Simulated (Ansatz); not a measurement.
**SnHCl2O radical: how energies converge with the basis set**

Aim: see how fast density functionals converge with the basis set for SnHCl2O radical.

Program: Ansatz 0.2.0, Gaussian basis. Level of theory: one geometry, several basis sets. These are calculated values, not measurements.

The runs, in order: PBE0-D4/def2-SVP; ωB97M-V/def2-SVP; PBE0-D4/def2-QZVPP; ωB97M-V/def2-QZVPP; the functionals' def2-TZVPP values are taken from earlier runs.

## (1) Structure used throughout

An earlier PBE0-D4 in a triple-zeta def2 set relaxation fixed the geometry. Sn takes the def2 core potential; no spin-orbit term is included.

5 atoms, charge 0, spin multiplicity 2.

Atoms are counted from 1 here; the program's logs count them from 0.

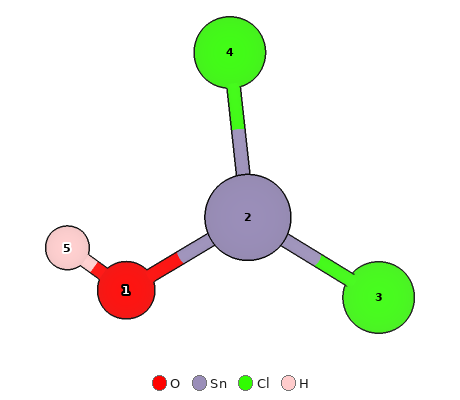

The geometry (oxygen red, tin purple, chlorine green, hydrogen pink); atoms are numbered from 1 in the order of the file.

## (2) PBE0-D4 in def2-SVP

The input, in.yaml:

```yaml
crystal:
  periodic: [false, false, false]
  atoms:
    - {symbol: O, position_ang: [0.237040, 1.362180, 0.365228]}
    - {symbol: Sn, position_ang: [0.588827, -0.435376, -0.335210]}
    - {symbol: Cl, position_ang: [0.946603, -1.750757, 1.554569]}
    - {symbol: Cl, position_ang: [-1.378926, -1.120550, -1.414686]}
    - {symbol: H, position_ang: [-0.343545, 1.870903, -0.211301]}
basis:
  gaussian: {orbitals: def2-SVP}
magnetization: {spin_polarized: true, initial_magnetization: 1}
hamiltonian: {xc: pbe0, dispersion: d4}
output: {orbitals: {seedname: orbitals}}
```

Started as:

```bash
$ ansatz run in.yaml --threads 2 --pin off --events-out ev --progress --plain --max-ram 32768MiB --backend cpu
```

The runs that follow: ωB97M-V in def2-SVP; PBE0-D4 in def2-QZVPP; ωB97M-V in def2-QZVPP.

Q: Predict the results of all the runs planned. Wanted: PBE0-D4: double and triple zeta above quadruple; ωB97M-V: double and triple zeta above quadruple.

**Answer**, as computed:

| quantity | value |
| --- | --- |
| PBE0-D4: double and triple zeta above quadruple | 12.66, 0.93 eV |
| ωB97M-V: double and triple zeta above quadruple | 12.60, 0.89 eV |

PBE0-D4 gains 11.73 eV from double to triple zeta, then 0.93 eV more. These are total energies; as a rule much of such shifts cancels in differences, which this series doesn't test.
